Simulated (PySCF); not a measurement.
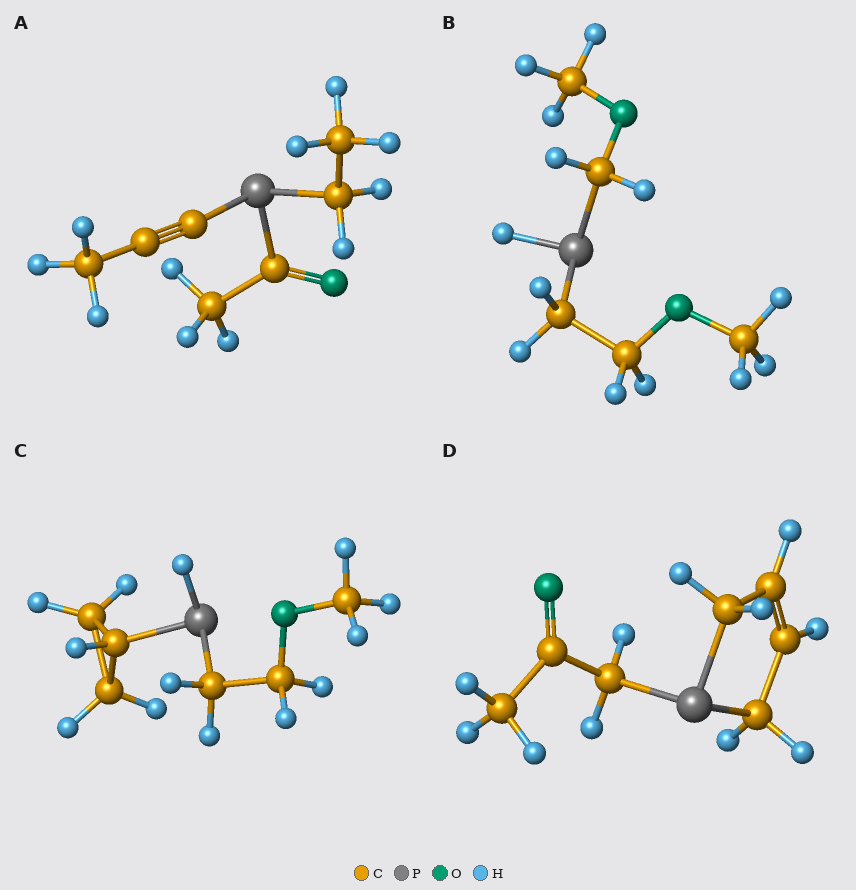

Source: calculation with PySCF.

```xyz
21
charge 0, multiplicity 1
C    -3.7873    0.4566    0.0002
O    -2.4720    0.2651   -0.4119
C    -1.8447   -0.8244    0.1996
C    -0.4073   -0.8792   -0.2683
P     0.5133    0.6890    0.1427
C     2.1454    0.2750   -0.5810
C     3.1885   -0.3248    0.3270
C     3.3454    1.0792   -0.1578
H    -4.4292   -0.4157   -0.2370
H    -4.1845    1.3343   -0.5287
H    -3.8576    0.6420    1.0907
H    -1.8798   -0.7189    1.3049
H    -2.3708   -1.7698   -0.0518
H    -0.3676   -1.0892   -1.3493
H     0.1136   -1.7007    0.2497
H     0.0198    1.4846   -0.9329
H     2.1470   -0.0851   -1.6164
H     3.8397   -1.0983   -0.0886
H     2.9231   -0.4757    1.3782
H     3.1883    1.8895    0.5606
H     4.1064    1.2895   -0.9139
```

### Which picture belongs to the input above?

C. The file holds C6H13OP, `COCCPC1CC1`.
